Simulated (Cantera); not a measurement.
A closed system holds: 1 mol HCl, 1.6 mol H2, 0.16 mol O2, equilibrated at 1898 K.

These are equilibrium values from Cantera (NASA tables, ideal gas, pure condensed phases), not measurements of a reactor. Candidate condensed phases: H2O; 14 gas species. The ideal-gas law is rough above about 30 bar. Kinetics and transport are ignored.

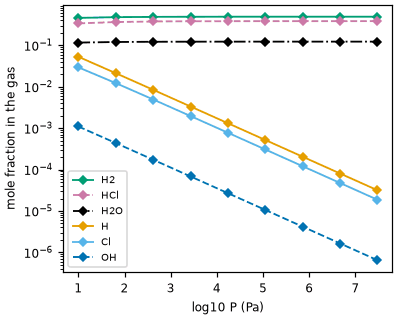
Figure. Equilibrium gas composition (values under 1e-9 drawn at 1e-9)

Read off the mole fractions at 825 Torr.

H2 about 0.49, HCl about 0.38, H2O about 0.12, H about 0.00052, Cl about 0.00031, OH about 1.1e-5.
